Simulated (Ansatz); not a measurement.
The starting structures come from a database of crystals and need not be the phases stable at ambient conditions.

 Where the default PAW files enter, the runs use the earlier of Ansatz's two default sets.

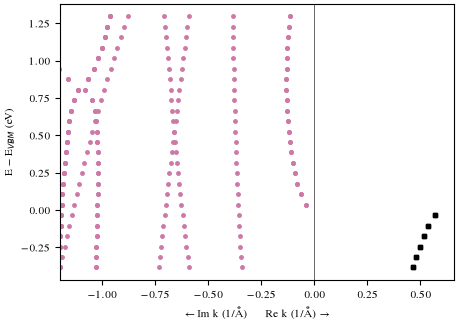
Complex bands at the centre of the two-dimensional zone; PBEsol run with Ansatz (a program for electronic structure)

The gap is the functional's own. No spin-orbit coupling. Mid-gap values are interpolated on the energy grid.

Question: This is Rb₂PtC₂ (P-3m1, not sure to be the ambient phase, 5 atoms a cell, 26.3 Å³ an atom) along the normal of (001). Read off the slowest decay at the centre of the two-dimensional zone at 0.53 eV, the computed energy nearest the middle of the gap.

Answer: κ ≈ 0.12 1/Å, a decay length 1/(2κ) of the density of 4.1 Å.
